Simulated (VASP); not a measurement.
# Molecular dynamics, with input and output: NaH13O7 (part 1 of 5)

- system: NaH13O7 (disordered cell, 21 atoms in the cell)
- method: Kohn-Sham DFT of a periodic cell, PBE with D3(BJ), VASP PAW PBE potentials, recommended, no spin polarisation (VASP 6.6.1)

It belongs to a series of runs on one base structure; here: dynamics from the last frame of the run before.

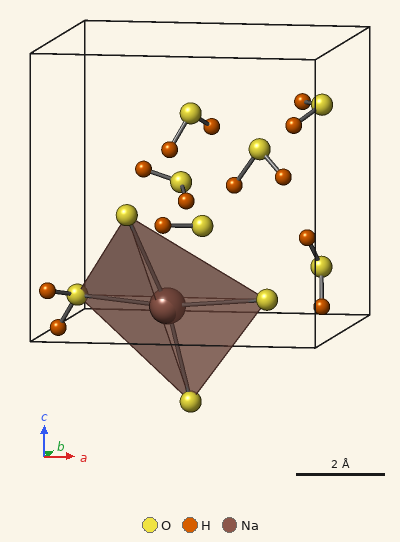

**Figure 1.** The input geometry (polyhedral view of the cell of the calculation, seen slightly off an axis; polyhedra are completed across the faces of the cell).

INCAR
```
SYSTEM = NaH13O7
PREC     = Accurate       ! precision mode
ENCUT    = 520            ! plane-wave cutoff, eV
EDIFF    = 1E-5           ! SCF threshold, eV
ISMEAR   = -1             ! smearing method
SIGMA    = 0.05           ! smearing width, eV
LREAL    = Auto         
LASPH    = .True.         ! aspherical terms in the spheres
NELM     = 100            ! most SCF steps
ALGO     = Fast           ! electronic algorithm
ISIF     = 2              ! what is computed and relaxed
LWAVE    = .False.        ! write WAVECAR
LCHARG   = .False.        ! write CHGCAR
GGA      = PE             ! functional
IVDW     = 12             ! dispersion correction
NBANDS   = 47             ! bands
IBRION   = 0              ! ionic algorithm
NSW      = 40             ! ionic steps
POTIM    = 0.5            ! step
TEBEG    = 300.0        
TEEND    = 300.0        
ISYM     = 0            
NELMIN   = 4            
RANDOM_SEED= 139166 0 0   
MDALGO   = 3            
LANGEVIN_GAMMA= 10 10 10
```

KPOINTS
```
Automatic mesh
0
Gamma
  1 1 1
  0 0 0
```

POSCAR
```
NaH13O7
1.0
    6.6282230000      0.0000000000      0.0000000000
    0.0000000000      6.6282230000      0.0000000000
    0.0000000000      0.0000000000      6.6282230000
O H Na
7 13 1
Direct
    0.3590222400      0.8921599900      0.4590868900
    1.1221916000      0.2255945400      0.1401834200
    0.5425811700      0.1056777300      0.7918890300
    0.4965197300      0.5612969200      0.3479915800
    0.8512082100      0.8919370300      0.1764248700
    0.8716785200      0.7969490800      0.7499866100
    0.7161914800      0.4637362000      0.6302620100
    0.2284661400      0.8853148000      0.5024825500
    0.4047385700      0.7454433700      0.4115807000
    1.0441218600      0.2815146100      0.0180733800
    1.0400453700      0.1069837400      0.1653119600
    0.5922940200      0.2310380100      0.7330889900
    0.4811423700      0.0402678800      0.6720284800
    0.6168623100      0.5177750200      0.4967874800
    0.3729647600      0.4835050300      0.3563686300
    0.8686390700      0.8076231300      0.0477385900
    0.8193148900      0.7978641500      0.2873026500
    0.7939915100      0.6830107600      0.6892616500
    0.7797367900      0.9198935500      0.7446698100
    0.8118072700      0.3973898600      0.5434285000
    0.4741969700      0.0376018900      0.1300827200
```

Run on 1 thread of AMD EPYC (Zen 3), 128 GiB of memory available, shared host.

Launch command:
```bash
cat potpaw_PBE.64/O/POTCAR potpaw_PBE.64/H/POTCAR potpaw_PBE.64/Na_pv/POTCAR > POTCAR
mpirun -np 1 vasp_gam > vasp.out
```

OSZICAR
```
N       E                     dE             d eps       ncg     rms          rms(c)
DAV:   1     0.606093670390E+03    0.60609E+03   -0.31866E+04    94   0.121E+03
DAV:   2    -0.324271176014E+02   -0.63852E+03   -0.59986E+03   118   0.322E+02
DAV:   3    -0.110698930378E+03   -0.78272E+02   -0.77793E+02   117   0.126E+02
DAV:   4    -0.112840764689E+03   -0.21418E+01   -0.21305E+01   116   0.251E+01
DAV:   5    -0.112896752408E+03   -0.55988E-01   -0.55867E-01   108   0.367E+00    0.199E+01
RMM:   6    -0.101248218924E+03    0.11649E+02   -0.33494E+01    94   0.218E+01    0.700E+00
RMM:   7    -0.101055375856E+03    0.19284E+00   -0.40837E+00    96   0.721E+00    0.484E+00
RMM:   8    -0.100878424623E+03    0.17695E+00   -0.66828E-01   107   0.460E+00    0.858E-01
RMM:   9    -0.100877532690E+03    0.89193E-03   -0.28091E-01   128   0.198E+00    0.508E-01
RMM:  10    -0.100884573503E+03   -0.70408E-02   -0.38210E-02   100   0.880E-01    0.248E-01
RMM:  11    -0.100886558890E+03   -0.19854E-02   -0.55952E-03   102   0.392E-01    0.105E-01
RMM:  12    -0.100886435937E+03    0.12295E-03   -0.15005E-03   121   0.171E-01    0.659E-02
RMM:  13    -0.100886344106E+03    0.91831E-04   -0.35152E-04    98   0.916E-02    0.177E-02
RMM:  14    -0.100886331742E+03    0.12364E-04   -0.15409E-04   114   0.576E-02    0.118E-02
RMM:  15    -0.100886326706E+03    0.50363E-05   -0.19527E-05    68   0.242E-02
      1 T=   309. E= -.10070403E+03 F= -.10154411E+03 E0= -.10154411E+03  EK= 0.84008E+00 SP= 0.00E+00 SK= 0.00E+00
       N       E                     dE             d eps       ncg     rms          rms(c)
DAV:   1    -0.100965671887E+03   -0.79340E-01   -0.13752E+00   116   0.595E+00    0.352E-01
RMM:   2    -0.100968791615E+03   -0.31197E-02   -0.40566E-02    94   0.930E-01    0.229E-01
RMM:   3    -0.100968771733E+03    0.19883E-04   -0.44270E-03   108   0.331E-01    0.105E-01
RMM:   4    -0.100968795425E+03   -0.23693E-04   -0.10205E-03   126   0.155E-01    0.365E-02
RMM:   5    -0.100968788292E+03    0.71332E-05   -0.13370E-04   105   0.597E-02    0.109E-02
RMM:   6    -0.100968786748E+03    0.15441E-05   -0.27936E-05    82   0.272E-02
      2 T=   344. E= -.10069140E+03 F= -.10162604E+03 E0= -.10162604E+03  EK= 0.93464E+00 SP= 0.00E+00 SK= 0.00E+00
       N       E                     dE             d eps       ncg     rms          rms(c)
DAV:   1    -0.101033560339E+03   -0.64772E-01   -0.56577E-02   109   0.215E+00    0.127E-01
RMM:   2    -0.101035308915E+03   -0.17486E-02   -0.19736E-02    94   0.649E-01    0.917E-02
RMM:   3    -0.101035342413E+03   -0.33498E-04   -0.13594E-03   109   0.199E-01    0.673E-02
RMM:   4    -0.101035330367E+03    0.12046E-04   -0.39553E-04   118   0.977E-02    0.272E-02
RMM:   5    -0.101035329747E+03    0.61992E-06   -0.41660E-05    81   0.345E-02
      3 T=   367. E= -.10069452E+03 F= -.10169205E+03 E0= -.10169205E+03  EK= 0.99752E+00 SP= 0.00E+00 SK= 0.00E+00
       N       E                     dE             d eps       ncg     rms          rms(c)
DAV:   1    -0.101046389513E+03   -0.11059E-01   -0.19794E-02   109   0.190E+00    0.732E-02
RMM:   2    -0.101047459930E+03   -0.10704E-02   -0.11138E-02    94   0.514E-01    0.413E-02
RMM:   3    -0.101047520037E+03   -0.60107E-04   -0.83053E-04   113   0.159E-01    0.364E-02
RMM:   4    -0.101047514067E+03    0.59700E-05   -0.15410E-04   116   0.655E-02    0.183E-02
RMM:   5    -0.101047513933E+03    0.13345E-06   -0.22836E-05    75   0.259E-02
      4 T=   364. E= -.10071596E+03 F= -.10170374E+03 E0= -.10170374E+03  EK= 0.98778E+00 SP= 0.00E+00 SK= 0.00E+00
       N       E                     dE             d eps       ncg     rms          rms(c)
DAV:   1    -0.100994644866E+03    0.52869E-01   -0.17441E-02   117   0.178E+00    0.906E-02
RMM:   2    -0.100995543932E+03   -0.89907E-03   -0.10086E-02    94   0.500E-01    0.413E-02
RMM:   3    -0.100995591938E+03   -0.48006E-04   -0.62967E-04   108   0.149E-01    0.314E-02
RMM:   4    -0.100995597275E+03   -0.53370E-05   -0.14535E-04   127   0.661E-02    0.159E-02
RMM:   5    -0.100995597972E+03   -0.69696E-06   -0.14571E-05    70   0.220E-02
      5 T=   338. E= -.10073295E+03 F= -.10165135E+03 E0= -.10165135E+03  EK= 0.91841E+00 SP= 0.00E+00 SK= 0.00E+00
       N       E                     dE             d eps       ncg     rms          rms(c)
DAV:   1    -0.100912732709E+03    0.82865E-01   -0.18216E-02   117   0.166E+00    0.700E-02
RMM:   2    -0.100913594269E+03   -0.86156E-03   -0.91513E-03    94   0.464E-01    0.442E-02
RMM:   3    -0.100913620893E+03   -0.26624E-04   -0.53708E-04   102   0.135E-01    0.357E-02
RMM:   4    -0.100913613569E+03    0.73237E-05   -0.14456E-04   119   0.656E-02    0.148E-02
RMM:   5    -0.100913613821E+03   -0.25146E-06   -0.22704E-05    83   0.261E-02
      6 T=   300. E= -.10075469E+03 F= -.10156891E+03 E0= -.10156891E+03  EK= 0.81423E+00 SP= 0.00E+00 SK= 0.00E+00
       N       E                     dE             d eps       ncg     rms          rms(c)
DAV:   1    -0.100850354283E+03    0.63259E-01   -0.18893E-02   116   0.156E+00    0.712E-02
RMM:   2    -0.100851165636E+03   -0.81135E-03   -0.86436E-03    94   0.456E-01    0.512E-02
RMM:   3    -0.100851182395E+03   -0.16759E-04   -0.51949E-04   107   0.136E-01    0.403E-02
RMM:   4    -0.100851175360E+03    0.70348E-05   -0.18882E-04   116   0.697E-02    0.161E-02
RMM:   5    -0.100851174976E+03    0.38373E-06   -0.22301E-05    80   0.274E-02
      7 T=   276. E= -.10075702E+03 F= -.10150607E+03 E0= -.10150607E+03  EK= 0.74905E+00 SP= 0.00E+00 SK= 0.00E+00
       N       E                     dE             d eps       ncg     rms          rms(c)
DAV:   1    -0.100845717331E+03    0.54580E-02   -0.21389E-02   116   0.151E+00    0.714E-02
RMM:   2    -0.100846470254E+03   -0.75292E-03   -0.80333E-03    94   0.444E-01    0.453E-02
RMM:   3    -0.100846497258E+03   -0.27005E-04   -0.51866E-04   106   0.134E-01    0.360E-02
RMM:   4    -0.100846494101E+03    0.31574E-05   -0.16831E-04   119   0.660E-02    0.153E-02
RMM:   5    -0.100846494095E+03    0.58862E-08   -0.22468E-05    74   0.252E-02
      8 T=   275. E= -.10075374E+03 F= -.10150110E+03 E0= -.10150110E+03  EK= 0.74736E+00 SP= 0.00E+00 SK= 0.00E+00
       N       E                     dE             d eps       ncg     rms          rms(c)
DAV:   1    -0.100881656633E+03   -0.35163E-01   -0.12658E-02   117   0.136E+00    0.587E-02
RMM:   2    -0.100882263970E+03   -0.60734E-03   -0.65250E-03    95   0.394E-01    0.363E-02
RMM:   3    -0.100882290374E+03   -0.26404E-04   -0.43720E-04   112   0.120E-01    0.315E-02
RMM:   4    -0.100882286662E+03    0.37121E-05   -0.11951E-04   116   0.554E-02    0.156E-02
RMM:   5    -0.100882287803E+03   -0.11412E-05   -0.18404E-05    74   0.219E-02
      9 T=   283. E= -.10076807E+03 F= -.10153665E+03 E0= -.10153665E+03  EK= 0.76858E+00 SP= 0.00E+00 SK= 0.00E+00
       N       E                     dE             d eps       ncg     rms          rms(c)
DAV:   1    -0.100930069004E+03   -0.47782E-01   -0.14712E-02   108   0.142E+00    0.766E-02
RMM:   2    -0.100930690888E+03   -0.62188E-03   -0.69438E-03    94   0.422E-01    0.393E-02
RMM:   3    -0.100930719549E+03   -0.28661E-04   -0.43652E-04   106   0.129E-01    0.281E-02
RMM:   4    -0.100930724594E+03   -0.50446E-05   -0.11895E-04   121   0.614E-02    0.124E-02
RMM:   5    -0.100930725462E+03   -0.86820E-06   -0.15330E-05    68   0.234E-02
     10 T=   292. E= -.10079140E+03 F= -.10158487E+03 E0= -.10158487E+03  EK= 0.79347E+00 SP= 0.00E+00 SK= 0.00E+00
       N       E                     dE             d eps       ncg     rms          rms(c)
DAV:   1    -0.100965937133E+03   -0.35213E-01   -0.16410E-02   109   0.144E+00    0.751E-02
RMM:   2    -0.100966615018E+03   -0.67788E-03   -0.73837E-03    94   0.430E-01    0.364E-02
RMM:   3    -0.100966640480E+03   -0.25463E-04   -0.44315E-04   108   0.126E-01    0.266E-02
RMM:   4    -0.100966642695E+03   -0.22144E-05   -0.10103E-04   121   0.569E-02    0.122E-02
RMM:   5    -0.100966643236E+03   -0.54185E-06   -0.13948E-05    66   0.202E-02
     11 T=   296. E= -.10081797E+03 F= -.10162059E+03 E0= -.10162059E+03  EK= 0.80262E+00 SP= 0.00E+00 SK= 0.00E+00
       N       E                     dE             d eps       ncg     rms          rms(c)
DAV:   1    -0.100985554979E+03   -0.18912E-01   -0.16031E-02   124   0.152E+00    0.591E-02
RMM:   2    -0.100986230750E+03   -0.67577E-03   -0.71044E-03    94   0.416E-01    0.357E-02
RMM:   3    -0.100986252401E+03   -0.21651E-04   -0.37475E-04   101   0.116E-01    0.287E-02
RMM:   4    -0.100986248671E+03    0.37295E-05   -0.88968E-05   116   0.516E-02
     12 T=   298. E= -.10083239E+03 F= -.10164005E+03 E0= -.10164005E+03  EK= 0.80766E+00 SP= 0.00E+00 SK= 0.00E+00
       N       E                     dE             d eps       ncg     rms          rms(c)
DAV:   1    -0.100988257310E+03   -0.20049E-02   -0.13263E-02   124   0.149E+00    0.592E-02
RMM:   2    -0.100988991329E+03   -0.73402E-03   -0.77826E-03    94   0.436E-01    0.370E-02
RMM:   3    -0.100989020631E+03   -0.29302E-04   -0.46758E-04   104   0.128E-01    0.310E-02
RMM:   4    -0.100989020559E+03    0.72371E-07   -0.11403E-04   125   0.596E-02    0.157E-02
RMM:   5    -0.100989020842E+03   -0.28328E-06   -0.12468E-05    65   0.208E-02
     13 T=   290. E= -.10085538E+03 F= -.10164269E+03 E0= -.10164269E+03  EK= 0.78731E+00 SP= 0.00E+00 SK= 0.00E+00
       N       E                     dE             d eps       ncg     rms          rms(c)
DAV:   1    -0.100973839972E+03    0.15181E-01   -0.18084E-02   108   0.154E+00    0.777E-02
RMM:   2    -0.100974754724E+03   -0.91475E-03   -0.99002E-03    94   0.465E-01    0.438E-02
RMM:   3    -0.100974792378E+03   -0.37655E-04   -0.59145E-04    97   0.139E-01    0.358E-02
RMM:   4    -0.100974789053E+03    0.33257E-05   -0.13599E-04   125   0.639E-02    0.178E-02
RMM:   5    -0.100974789274E+03   -0.22114E-06   -0.17751E-05    73   0.237E-02
     14 T=   276. E= -.10087801E+03 F= -.10162832E+03 E0= -.10162832E+03  EK= 0.75032E+00 SP= 0.00E+00 SK= 0.00E+00
       N       E                     dE             d eps       ncg     rms          rms(c)
DAV:   1    -0.100953918911E+03    0.20870E-01   -0.23102E-02   108   0.151E+00    0.683E-02
RMM:   2    -0.100954786157E+03   -0.86725E-03   -0.89611E-03    94   0.437E-01    0.401E-02
RMM:   3    -0.100954824790E+03   -0.38633E-04   -0.57680E-04   103   0.136E-01    0.331E-02
RMM:   4    -0.100954828407E+03   -0.36175E-05   -0.17071E-04   125   0.647E-02    0.172E-02
RMM:   5    -0.100954827857E+03    0.55072E-06   -0.13880E-05    71   0.215E-02
     15 T=   271. E= -.10087302E+03 F= -.10160818E+03 E0= -.10160818E+03  EK= 0.73516E+00 SP= 0.00E+00 SK= 0.00E+00
       N       E                     dE             d eps       ncg     rms          rms(c)
DAV:   1    -0.100919177878E+03    0.35651E-01   -0.12377E-02   124   0.142E+00    0.575E-02
RMM:   2    -0.100919823077E+03   -0.64520E-03   -0.67846E-03    94   0.400E-01    0.311E-02
RMM:   3    -0.100919854595E+03   -0.31518E-04   -0.42129E-04   104   0.120E-01    0.275E-02
RMM:   4    -0.100919853235E+03    0.13595E-05   -0.91840E-05   120   0.516E-02
     16 T=   260. E= -.10086819E+03 F= -.10157300E+03 E0= -.10157300E+03  EK= 0.70481E+00 SP= 0.00E+00 SK= 0.00E+00
       N       E                     dE             d eps       ncg     rms          rms(c)
DAV:   1    -0.100884250387E+03    0.35604E-01   -0.20519E-02   117   0.141E+00    0.736E-02
RMM:   2    -0.100884864135E+03   -0.61375E-03   -0.68010E-03    94   0.416E-01    0.375E-02
RMM:   3    -0.100884897947E+03   -0.33812E-04   -0.42844E-04   106   0.123E-01    0.298E-02
RMM:   4    -0.100884899319E+03   -0.13726E-05   -0.10517E-04   114   0.561E-02    0.128E-02
RMM:   5    -0.100884900100E+03   -0.78094E-06   -0.20992E-05    68   0.251E-02
     17 T=   251. E= -.10085775E+03 F= -.10153779E+03 E0= -.10153779E+03  EK= 0.68004E+00 SP= 0.00E+00 SK= 0.00E+00
       N       E                     dE             d eps       ncg     rms          rms(c)
DAV:   1    -0.100865466136E+03    0.19433E-01   -0.20303E-02   117   0.140E+00    0.832E-02
RMM:   2    -0.100866171420E+03   -0.70528E-03   -0.77132E-03    94   0.431E-01    0.453E-02
RMM:   3    -0.100866198618E+03   -0.27198E-04   -0.49121E-04   106   0.131E-01    0.326E-02
RMM:   4    -0.100866198378E+03    0.23944E-06   -0.13116E-04   119   0.628E-02    0.139E-02
RMM:   5    -0.100866197848E+03    0.53075E-06   -0.16306E-05    71   0.236E-02
     18 T=   244. E= -.10085524E+03 F= -.10151880E+03 E0= -.10151880E+03  EK= 0.66356E+00 SP= 0.00E+00 SK= 0.00E+00
       N       E                     dE             d eps       ncg     rms          rms(c)
DAV:   1    -0.100895919134E+03   -0.29721E-01   -0.28879E-02   124   0.144E+00    0.886E-02
RMM:   2    -0.100896610472E+03   -0.69134E-03   -0.81307E-03    94   0.423E-01    0.459E-02
RMM:   3    -0.100896637968E+03   -0.27496E-04   -0.53034E-04   109   0.136E-01    0.338E-02
RMM:   4    -0.100896635494E+03    0.24732E-05   -0.14347E-04   119   0.650E-02    0.139E-02
RMM:   5    -0.100896635771E+03   -0.27656E-06   -0.18618E-05    71   0.246E-02
     19 T=   254. E= -.10086002E+03 F= -.10154899E+03 E0= -.10154899E+03  EK= 0.68897E+00 SP= 0.00E+00 SK= 0.00E+00
       N       E                     dE             d eps       ncg     rms          rms(c)
DAV:   1    -0.100964724180E+03   -0.68089E-01   -0.16571E-02   124   0.144E+00    0.641E-02
RMM:   2    -0.100965470294E+03   -0.74611E-03   -0.79441E-03    94   0.422E-01    0.452E-02
RMM:   3    -0.100965494868E+03   -0.24574E-04   -0.47981E-04   109   0.130E-01    0.380E-02
RMM:   4    -0.100965490523E+03    0.43448E-05   -0.15089E-04   115   0.656E-02    0.165E-02
RMM:   5    -0.100965490688E+03   -0.16502E-06   -0.18994E-05    67   0.258E-02
     20 T=   280. E= -.10085758E+03 F= -.10161762E+03 E0= -.10161762E+03  EK= 0.76004E+00 SP= 0.00E+00 SK= 0.00E+00
       N       E                     dE             d eps       ncg     rms          rms(c)
DAV:   1    -0.101037933178E+03   -0.72443E-01   -0.18403E-02   124   0.162E+00    0.712E-02
RMM:   2    -0.101038755142E+03   -0.82196E-03   -0.87692E-03    95   0.444E-01    0.347E-02
RMM:   3    -0.101038805132E+03   -0.49990E-04   -0.64392E-04   111   0.138E-01    0.312E-02
RMM:   4    -0.101038803109E+03    0.20232E-05   -0.10889E-04   113   0.572E-02    0.173E-02
RMM:   5    -0.101038802825E+03    0.28324E-06   -0.20013E-05    75   0.247E-02
     21 T=   298. E= -.10088249E+03 F= -.10169072E+03 E0= -.10169072E+03  EK= 0.80824E+00 SP= 0.00E+00 SK= 0.00E+00
       N       E                     dE             d eps       ncg     rms          rms(c)
DAV:   1    -0.101060620398E+03   -0.21817E-01   -0.11983E-02   125   0.164E+00    0.675E-02
RMM:   2    -0.101061414049E+03   -0.79365E-03   -0.84618E-03    95   0.433E-01    0.330E-02
RMM:   3    -0.101061456731E+03   -0.42682E-04   -0.59873E-04   110   0.138E-01    0.296E-02
RMM:   4    -0.101061457390E+03   -0.65967E-06   -0.12688E-04   121   0.603E-02    0.182E-02
RMM:   5    -0.101061456487E+03    0.90382E-06   -0.16015E-05    67   0.226E-02
     22 T=   294. E= -.10091528E+03 F= -.10171320E+03 E0= -.10171320E+03  EK= 0.79792E+00 SP= 0.00E+00 SK= 0.00E+00
       N       E                     dE             d eps       ncg     rms          rms(c)
DAV:   1    -0.101017874416E+03    0.43583E-01   -0.13290E-02   108   0.161E+00    0.698E-02
RMM:   2    -0.101018576144E+03   -0.70173E-03   -0.74327E-03    94   0.422E-01    0.338E-02
RMM:   3    -0.101018612580E+03   -0.36436E-04   -0.52929E-04   111   0.133E-01    0.262E-02
RMM:   4    -0.101018619732E+03   -0.71512E-05   -0.15244E-04   112   0.588E-02    0.130E-02
RMM:   5    -0.101018619147E+03    0.58443E-06   -0.14399E-05    66   0.227E-02
     23 T=   276. E= -.10092203E+03 F= -.10167022E+03 E0= -.10167022E+03  EK= 0.74819E+00 SP= 0.00E+00 SK= 0.00E+00
       N       E                     dE             d eps       ncg     rms          rms(c)
DAV:   1    -0.100937025439E+03    0.81594E-01   -0.24657E-02   124   0.158E+00    0.846E-02
RMM:   2    -0.100937822623E+03   -0.79718E-03   -0.88430E-03    94   0.452E-01    0.480E-02
RMM:   3    -0.100937846640E+03   -0.24017E-04   -0.55523E-04   110   0.136E-01    0.343E-02
RMM:   4    -0.100937845536E+03    0.11045E-05   -0.11113E-04   114   0.585E-02    0.166E-02
RMM:   5    -0.100937845281E+03    0.25476E-06   -0.20778E-05    68   0.244E-02
     24 T=   254. E= -.10089875E+03 F= -.10158934E+03 E0= -.10158934E+03  EK= 0.69059E+00 SP= 0.00E+00 SK= 0.00E+00
       N       E                     dE             d eps       ncg     rms          rms(c)
DAV:   1    -0.100866149746E+03    0.71696E-01   -0.25818E-02   117   0.151E+00    0.838E-02
```
